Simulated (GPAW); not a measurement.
# CsGeCl3 (R3m): G0W0 with GPAW, start to end, part 2 of 2

Aim: the G0W0 gap of CsGeCl3 (R3m) on LDA, step by step.

GPAW 26.7.0; LDA and many-body steps on it, plane waves. Known limits of the many-body steps: not at the basis limit; no spin-orbit coupling.

So far. Step 3 (Bands along the symmetry lines): The gap is 1.940 eV, −0.008 eV from the run before at this level. Step 4 (Empty states on the mesh, 4×4×4 mesh, 558 bands): On this mesh the gap is 1.948 eV.

### Step 5. Screening and self-energy, 4×4×4 mesh, 254 bands, screening to 78 eV

Now the one-shot GW correction: screening in the RPA, then the self-energy of the levels asked for.

This step: G0W0 on LDA, plane waves, PAW.

Contents of run.py:

```python
import json
import numpy as np
from gpaw.mpi import world
from gpaw.response.g0w0 import G0W0

gw = G0W0('full.gpw',
    filename='gw',
    kpts=[0, 12],
    bands=(15, 19),
    ecut=78,
    nbands=254,
    integrate_gamma='WS',
    ppa=True)
gw.calculate()
res = {mode: {k: v for k, v in r.items() if k != 'sigma_eskwn'}
       for mode, r in gw.all_results.items()}

if world.rank == 0:
    with open('result.json', 'w') as f:
        json.dump(res, f, default=lambda x: x.tolist())
```

Command:

```bash
$ mpirun -n 8 gpaw python run.py
```

Numbers of over 12 decimals in the logs are rounded to 6 here.

Output:

```text
Using integrator: PointIntegrator
FrequencyGridDescriptor(from 0.000+0.000j to 0.000+27.211j eV, 2 points)
Nonperiodic BCs:  [False False False]
Using integrator: PointIntegrator
FrequencyGridDescriptor(from 0.000+0.000j to 0.000+27.211j eV, 2 points)
Nonperiodic BCs:  [False False False]
  ___  _ _ _
 |   || | | |
 | | || | | |
 |__ ||_____|
 |___|

BZ k-points: Symmetries present (total): 6

  [... matrices ...]
64 k-points: 4 x 4 x 4 Monkhorst-Pack grid + [1/8,1/8,1/8]
13 k-points in the irreducible part of the Brillouin zone
       k-points in crystal coordinates                weights
   0:     0.00000000    0.00000000    0.00000000          1/64
   1:     0.25000000    0.00000000   -0.25000000          6/64
   2:     0.25000000    0.00000000    0.00000000          6/64
   3:     0.25000000    0.25000000   -0.25000000          6/64
   4:     0.25000000    0.25000000    0.00000000          6/64
   5:     0.25000000    0.25000000    0.25000000          2/64
   6:     0.50000000    0.00000000    0.00000000          3/64
   7:     0.50000000    0.25000000   -0.25000000          6/64
   8:     0.50000000    0.25000000    0.00000000         12/64
   9:     0.50000000    0.25000000    0.25000000          6/64
          ...
  12:     0.50000000    0.50000000    0.50000000          1/64

Distributing spins, k-points and bands (1 x 2 x 4) over 8 processes
Number of blocks: 1

Quasi particle states:
k-points (IBZ indices): [0, 12]
Band range: (15, 19)
  [... matrices ...]
Computational parameters:
Plane wave cut-off: 78 eV
Number of bands: 254
Coulomb cutoff: None
Broadening: 0.1 eV

fxc modes: GW
Kernel: RPA
Using Godby-Needs plasmon-pole approximation:
  Fitting energy: i*E0, E0 = 1.000 Hartree
Summing all q:

Calculating screened Coulomb potential
No Coulomb truncation
FrequencyGridDescriptor(from 0.000+0.000j to 0.000+27.211j eV, 2 points)
Removing empty qpoint cache files...

Calculating chi0 body with:
    Ground state adapter containing:
    Number of spins: 1
    Number of kpoints: 64
    Number of irreducible kpoints: 13
    Number of completely occupied states: 17
    Number of partially occupied states: 17
    Occupied states memory: 5.105759 M / cpu

    Linear response parametrization:
    q_c: [0.0, 0.0, 0.0]
    Number of frequency points: 2
    Planewave cutoff: 78.0
    Number of bands: 254
    Number of planewaves: 251
    Broadening (eta): 1e-06
    comm.size: 8
    kncomm.size: 8
    blockcomm.size: 1

    Memory estimate of potentially large arrays:
        chi0_wGG: 1.922638 M / cpu
Integrating chi0 body.

Symmetries of q_c:
    Direct symmetries (Uq -> q): 6
    Indirect symmetries (TUq -> q): 6
In total 12 allowed symmetries.

  [... matrices ...]
13 groups of equivalent kpoints. 79.6875% reduction.

Integral kind: response function
Integrating chi0 head and wings.

Symmetries of q_c:
    Direct symmetries (Uq -> q): 6
    Indirect symmetries (TUq -> q): 6
In total 12 allowed symmetries.

  [... matrices ...]
13 groups of equivalent kpoints. 79.6875% reduction.

Integral kind: response function wings

Calculating chi0 body with:
    Ground state adapter containing:
    Number of spins: 1
    Number of kpoints: 64
    Number of irreducible kpoints: 13
    Number of completely occupied states: 17
    Number of partially occupied states: 17
    Occupied states memory: 5.105759 M / cpu

[... the further q-points ...]

Results:
f:      Occupation numbers
eps:     KS-eigenvalues [eV]
vxc:     KS vxc [eV]
exx:     Exact exchange [eV]
sigma:   Self-energies [eV]
dsigma:  Self-energy derivatives
Z:       Renormalization factors
qp:      QP-energies [eV]

k-point 0 (0): (0.000, 0.000, 0.000)                GW
band       f     eps     vxc     exx   sigma  dsigma       Z      qp
                                                                   GW
  15   1.000   0.082 -16.620 -20.746   2.835  -0.278   0.783  -0.927
  16   1.000   0.276 -16.384 -20.130   2.600  -0.278   0.783  -0.621
  17   0.000   5.796  -8.582  -4.215  -3.254  -0.174   0.851   6.742
  18   0.000   6.668  -7.933  -3.595  -3.184  -0.171   0.854   7.653

k-point 1 (12): (0.500, 0.500, 0.500)                GW
band       f     eps     vxc     exx   sigma  dsigma       Z      qp
                                                                   GW
  15   1.000   0.420 -16.842 -21.028   2.881  -0.279   0.782  -0.601
  16   1.000   2.598 -16.909 -18.291   1.024  -0.251   0.799   2.312
  17   0.000   4.546 -13.256  -8.789  -3.020  -0.221   0.819   5.731
  18   0.000   4.547 -12.302  -7.923  -3.067  -0.223   0.818   5.620
```

Run time: 3 min. Hardware: 8 MPI ranks of Arm Neoverse V1, shared host; peak memory 3.5 GiB; 24 min of CPU time.

Numbers from this step:

```
G0W0 gap on the points computed              : 3.308 eV
least direct G0W0 gap on the computed points : 3.308 eV
Z at the valence top                         : 0.7993
Z at the conduction bottom                   : 0.8180
starting gap on the mesh                     : 1.948 eV
k of the valence top                         : 0.5, 0.5, 0.5
k of the conduction bottom                   : 0.5, 0.5, 0.5
```

The gap on the mesh goes from 1.95 eV to 3.31 eV, a correction of +1.36 eV.

Limits: finite bands, cutoff and mesh; no spin-orbit coupling. v1 is the top filled band, c1 the lowest empty one. Levels before and after the correction, in eV, zero at the valence-band top of each column:

```
           conduction bottom  valence top
Kohn-Sham               1.95         0.00
     G0W0               3.31         0.00
```

```csv
,level,energy (eV)
Kohn-Sham,(0.5 0.5 0.5) v2,-2.178
Kohn-Sham,(0.5 0.5 0.5) v1,0.000
Kohn-Sham,(0.5 0.5 0.5) c1,1.948
Kohn-Sham,(0.5 0.5 0.5) c2,1.949
G0W0,(0.5 0.5 0.5) v2,-2.913
G0W0,(0.5 0.5 0.5) v1,0.000
G0W0,(0.5 0.5 0.5) c1,3.419
G0W0,(0.5 0.5 0.5) c2,3.308
```

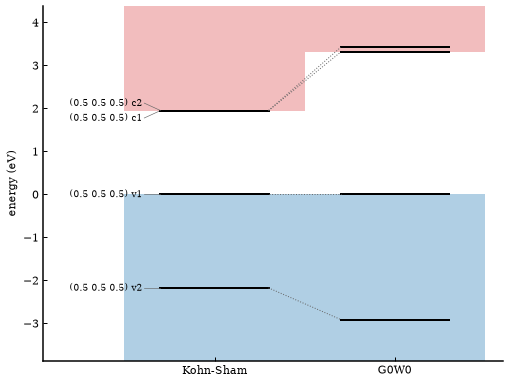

Levels before and after the correction. Shaded: valence and conduction bands.

### Step 6. Where the time went

Times are wall times on 8 MPI ranks of Arm Neoverse V1, shared host, good to a factor of about two.

```csv
step,time,share,memory (GiB)
ground state,8.1 s,3 %,1.4
bands along the symmetry lines,18 s,6 %,1.6
empty states on the mesh,1.7 min,33 %,8.1
screening and self-energy,3 min,58 %,3.5
```

### Step 7. Results

| Quantity | Value |
| --- | --- |
| LDA gap | 1.94 eV, indirect (only 2 meV under the direct gap) |
| G0W0 gap on the mesh | 3.31 eV |
| GW settings | 4×4×4 mesh, 254 bands, screening to 78 eV, Godby-Needs plasmon pole |
| known limits | not at the basis limit; no spin-orbit coupling |

**Reading.** G0W0 moves the gap on the mesh from 1.95 eV to 3.31 eV (+1.36 eV), with Z of 0.80 and 0.82 at the edges. Only 2 of the mesh's irreducible points were corrected, so a valley elsewhere could overtake. The dearest step here is «screening and self-energy». Bands and cutoff are finite, so the gap is not at the basis limit. The miss can reach some tenths of an eV and take either sign; the mesh is an error of its own. These stock PAW sets were not made for GW; the filled d or f shell of Ge lies in the frozen core, which bears on start and correction. In the G0W0 run levels were corrected at 2 k points alone, so a gap called «on the mesh» is the least over those, and an edge elsewhere would be missed. The many-body steps are scalar-relativistic: spin-orbit coupling is not in them.

[Paths, hosts, dates, memory and timing lines, banners, echoed tables and standing remarks are left out of the program output.]

[Logs are printed without paths, hosts, clocks, repeated set-up lines and the standing remarks that a program may print on its own settings, such as how far it seeks lower states.]

[Runs of the session that timed out or met a known fault of the program may be left out.]

[Hosts, paths, dates, database ids (printed as entryN), source tags and the programs' standing remarks are cut or masked in the printed files.]
